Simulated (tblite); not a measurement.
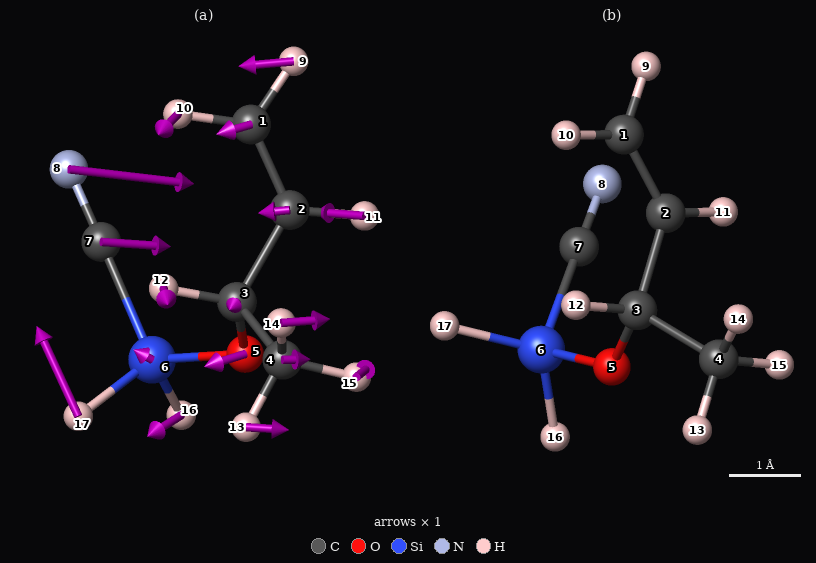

The structure of C5H9NOSi before (left) and after (right) a relaxation, at one scale. The purple arrows give the displacements, at their true length.

The picture is a ball-and-stick view, seen from a free direction.

Computed with tblite, GFN2-xTB geometry optimisation, gas phase. 

**What changed between the two?**

After 169 geometry steps the energy has fallen by 6.84 kcal/mol. The atom that moves furthest after the best rigid fit is N8 (1.94 Å). Largest moves by element: N 1.94 Å, H 1.42 Å, C 1.08 Å, O 0.70 Å, Si 0.33 Å. Some distances before and after: O5–Si6 1.667 → 1.609 Å, Si6–H16 1.497 → 1.453 Å, C7–N8 1.167 → 1.146 Å, Si6–H17 1.483 → 1.465 Å. Bond angles that change, for instance: C3–O5–Si6 118.8° → 132.4°, H16–Si6–H17 106.5° → 117.4°, O5–Si6–H16 107.4° → 100.4°. Groups turn about C3–O5 by about 55°.
